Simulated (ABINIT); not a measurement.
# CdS (Greenockite): G0W0 with ABINIT, start to end, part 3 of 3

How does a plane-wave GW calculation on CdS (Greenockite) run from the first input to the gap?

ABINIT 10.8.3; PBE and many-body steps on it, plane waves. Known limits of the many-body steps: not at the basis limit; no spin-orbit coupling; coarse k mesh.

So far. Step 4 (Empty states on the mesh, 3×3×2 mesh, 91 bands): On this mesh the gap is 1.175 eV. Step 5 (Screening, 3×3×2 mesh, 83 bands, screening to 87.1 eV): Local fields lower ε∞ by 5 %. On a Γ-centred mesh this coarse the value itself is usually too large, while a short band sum pulls it down.

The database entry behind the starting cell differs from later determinations by our own check (about 0.35 % long), so it need not match the best structure at ambient conditions.

### Step 6. Self-energy, 3×3×2 mesh, 83 bands, screening to 87.1 eV

The self-energy is evaluated for the states that the input lists, and the levels follow from it, in one-shot runs by the linearised quasiparticle equation.

This step: G0W0 on PBE, plane waves, norm-conserving pseudopotentials.

Contents of run.abi:

```
acell 3*1.0 Angstrom
rprim 
  4.149999999997 0.000000000001 0.000000000000
  -2.074999999999 3.594005425702 0.000000000000
  0.000000000000 0.000000000000 6.737000000000
ntypat 2
znucl 48 16
natom 4
typat 1 1 2 2
xred 
  0.333333333333 0.666666666667 0.000000000000
  0.666666666667 0.333333333333 0.500000000000
  0.333333333333 0.666666666667 0.375000000000
  0.666666666667 0.333333333333 0.875000000000
pp_dirpath "pseudos"
pseudos "Cd.upf, S.upf"
ecut 47
ngkpt 3 3 2
nshiftk 1
shiftk 0 0 0
kptopt 1
chksymbreak 0
istwfk *1
occopt 1
irdwfk 1
optdriver 4
nband 83
gwcalctyp 0
ecutsigx 47
symsigma 1
nkptgw 1
kptgw 
  0.0000000000 0.0000000000 0.0000000000
bdgw 
  25 28
ecuteps 3.2
irdscr 1
ppmodel 1
indata_prefix "in"
outdata_prefix "out"
tmpdata_prefix "tmp"
```

The run is started by

```console
$ OMP_NUM_THREADS=1 mpirun -n 8 abinit run.abi > log
```

Numbers of over 12 decimals in the logs are rounded to 6 here.

The log of the run:

```text
.Version 10.8.3 of ABINIT. v10.8.2 released Aug 2026.

 Symmetries : space group P6_3 m c (#186); Bravais hP (primitive hexag.)
[... echo of the input left out ...]
== DATASET  1 ==================================================================
-   mpi_nproc: 8, omp_nthreads: 1 (-1 if OMP is not activated)

--- !DatasetInfo
iteration_state: {dtset: 1, }
dimensions: {natom: 4, nkpt: 6, mband: 83, nsppol: 1, nspinor: 1, nspden: 1, mpw: 10458, }
cutoff_energies: {ecut:  47.0, pawecutdg:  -1.0, }
electrons: {nelect:   5.20000000E+01, charge:   0.00000000E+00, occopt:   1.00000000E+00, tsmear:   1.00000000E-02, }

 SIGMA: Calculation of the GW corrections

 Based on a program developped by R.W. Godby, V. Olevano, G. Onida, and L. Reining.
 Incorporated in ABINIT by V. Olevano, G.-M. Rignanese, and M. Torrent.
.Using double precision arithmetic ; gwpc =  8

[... cell and pseudopotentials left out ...]
--------------------------------------------------------------------------------

 ==== K-mesh for the wavefunctions ====
 Number of points in the irreducible wedge :     6
[... list of points left out ...]
 Together with 12 symmetry operations and time-reversal symmetry
 yields    18 points in the full Brillouin Zone.

 ==== Q-mesh for screening function ====
 Number of points in the irreducible wedge :     6
[... list of points left out ...]
 Together with 12 symmetry operations and time-reversal symmetry
 yields    18 points in the full Brillouin Zone.

 vcoul_init : cutoff-mode = AUXILIARY_FUNCTION
 q-points for optical limit:   1
     1)      0.000010    0.000020    0.000030
 setmesh: FFT mesh size selected  =    45x   45x   80
          total number of points  =       162000

 Number of electrons calculated from density =   52.0000; Expected =   52.0000
 average of density, n =  0.076686
 r_s =    1.4602
 omega_plasma =   26.7124 [eV]

 === KS Band Gaps ===
  >>>> For spin  1
   Minimum direct gap =   1.1750 [eV], located at k-point      :   0.0000  0.0000  0.0000
   Fundamental gap    =   1.1750 [eV], Top of valence bands at :   0.0000  0.0000  0.0000
                                       Bottom of conduction at :   0.0000  0.0000  0.0000
 SIGMA fundamental parameters:
 PLASMON POLE MODEL  1
 number of plane-waves for SigmaX                10383
 number of plane-waves for SigmaC and W            185
 number of plane-waves for wavefunctions         10383
 number of bands                                    83
 number of independent spin polarizations            1
 number of spinorial components                      1
 number of k-points in IBZ                           6
 number of q-points in IBZ                           6
 number of symmetry operations                      12
 number of k-points in BZ                           18
 number of q-points in BZ                           18
 number of frequencies for dSigma/dE                 9
 frequency step for dSigma/dE [eV]                0.25
 number of omega for Sigma on real axis              0
 max omega for Sigma on real axis  [eV]           0.00
 zcut for avoiding poles [eV]                     0.10

 EPSILON^-1 parameters (SCR file):
 dimension of the eps^-1 matrix on file            185
 dimension of the eps^-1 matrix used               185
 number of plane-waves for wavefunctions         10383
 number of bands                                    83
 number of q-points in IBZ                           6
 number of frequencies                               2
 number of real frequencies                          1
 number of imag frequencies                          1

 matrix elements of self-energy operator (all in [eV])

 Perturbative Calculation

--- !SelfEnergy_ee
iteration_state: {dtset: 1, }
kpoint     : [   0.000,    0.000,    0.000, ]
spin       : 1
KS_gap     :    1.175
QP_gap     :    2.040
Delta_QP_KS:    0.865
data: !SigmaeeData |
     Band     E0 <VxcDFT>   SigX SigC(E0)      Z dSigC/dE  Sig(E)    E-E0       E
       25   4.259 -15.271 -18.229   2.738   0.782  -0.278 -15.443  -0.172   4.087
       26   4.259 -15.271 -18.229   2.738   0.782  -0.278 -15.443  -0.172   4.087
       27   5.434 -10.670  -6.577  -3.241   0.813  -0.230  -9.977   0.693   6.127
       28   7.023 -11.014  -6.546  -3.422   0.814  -0.228 -10.162   0.852   7.874

== END DATASET(S) ==============================================================
================================================================================

 -outvars: echo values of variables after computation  --------
           etotal      0.0000000000E+00
            nband          83
             nkpt           6
          spgroup         186
 [... the other variables as echoed above ...]

 Calculation completed.
```

Elapsed: 4.1 s, on 8 MPI ranks of Arm Neoverse V1, shared host; peak memory 1.5 GiB.

This step gave:

```
G0W0 gap on the points computed              : 2.04 eV
starting gap on the mesh                     : 1.175 eV
k of the valence top                         : 0, 0, 0
k of the conduction bottom                   : 0, 0, 0
Z at the valence top                         : 0.782
Z at the conduction bottom                   : 0.813
least direct G0W0 gap on the computed points : 2.04 eV
```

The gap on the mesh goes from 1.18 eV to 2.04 eV, a correction of +0.86 eV.

Limits: finite bands, cutoff and mesh; no spin-orbit coupling; coarse k mesh. v1 is the top filled band, c1 the lowest empty one. Levels before and after the correction, in eV, zero at the valence-band top of each column:

```tsv
	conduction bottom	valence top
Kohn-Sham	1.18	0.00
G0W0	2.04	0.00
```

```tsv
	level	energy (eV)
Kohn-Sham	Γ v2-v1	0.000
Kohn-Sham	Γ c1	1.175
Kohn-Sham	Γ c2	2.764
G0W0	Γ v2-v1	0.000
G0W0	Γ c1	2.040
G0W0	Γ c2	3.787
```

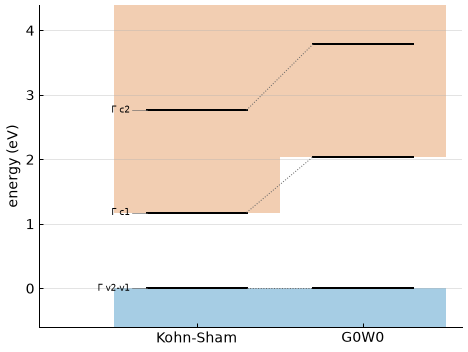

Levels before and after the correction. Shaded: valence and conduction bands.

### Step 7. Where the time went

Times are wall times on the hardware named with each run, good to a factor of about two.

```tsv
step	time	share	memory (GiB)
ground state	37 s	24 %	0.86
bands along the symmetry lines	53 s	34 %	0.82
empty states on the mesh	42 s	27 %	0.6
screening	19 s	12 %	1.9
self-energy	4.1 s	3 %	1.5
```

### Step 8. Results

```yaml
pbe_gap: 1.18 eV, direct
g0w0_gap_on_the_mesh: 2.04 eV
gw_settings: 3×3×2 mesh, 83 bands, screening to 87.1 eV, Godby-Needs plasmon pole
known_limits: not at the basis limit; no spin-orbit coupling; coarse k mesh
```

What this shows: G0W0 moves the gap on the mesh from 1.18 eV to 2.04 eV (+0.86 eV), with Z of 0.78 and 0.81 at the edges. Local fields lower the RPA ε∞ on this mesh from 14.66 to 13.87; a Γ-centred mesh this coarse tends to raise both, most where the direct gap is narrow, while a short band sum lowers them. Only 1 of the mesh's irreducible points was corrected, so a valley elsewhere could overtake. Bands and cutoff are finite, so the gap is not at the basis limit. The miss can reach some tenths of an eV and take either sign; the mesh is an error of its own. In the G0W0 run levels were corrected at 1 k point alone, so a gap called «on the mesh» is the least over those, and an edge elsewhere would be missed. The 3×3×2 mesh is coarse for this cell, which bears on the long-range parts of exchange and screening. The many-body steps are scalar-relativistic: spin-orbit coupling is not in them.

[Paths, hosts, dates, memory and timing lines, banners, echoed tables and standing remarks are left out of the program output.]

[Logs are printed without paths, hosts, clocks, repeated set-up lines and the standing remarks that a program may print on its own settings, such as how far it seeks lower states.]

[Runs of the session that timed out or met a known fault of the program may be left out.]

[Hosts, paths, dates, database ids (printed as entryN), source tags and the programs' standing remarks are cut or masked in the printed files.]

[G0W0 gaps are taken among the corrected bands and points alone; a level outside them can change the order at an edge.]

[Where Ansatz stands beside ABINIT at settings called matched, ABINIT's density can come from a denser mesh and the files from another edition; pairs whose starting gaps differed by over 0.03 eV were left out, so agreement reads better than it is.]
